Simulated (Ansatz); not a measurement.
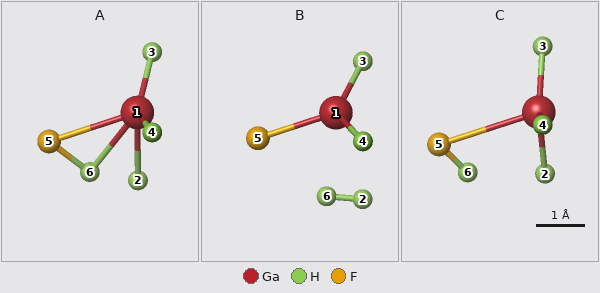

3 geometries from a converged minimum-energy path of GaH$_{4}$F, made up at the start of GaH$_{3}$ and HF, shuffled. A ball-and-stick model, seen from a free direction.

The calculation used RKS B3LYP-D4/def2-SVP in Ansatz. Run with 9 movable images; climbing image; force threshold 0.05 eV/Å; iteration limit 60; starting path through a guess of the saddle point.

**One of them is the converged climbing image. Which?**

A. In order along the path, whose images run from 0 to 10: C (image 2, +0.04 eV), A (image 4, +0.33 eV), B (image 8, −0.57 eV). Breaking: F5–H6 (0.93 → 1.18 at the top → 2.60 Å), Ga1–H2 (1.59 → 1.79 at the top → 2.65 Å). Forming: H2–H6 (2.35 → 1.04 at the top → 0.76 Å).

The run took 2.6 min on 1 thread of Arm Neoverse V1 (shared host), peak memory 0.12 GiB.
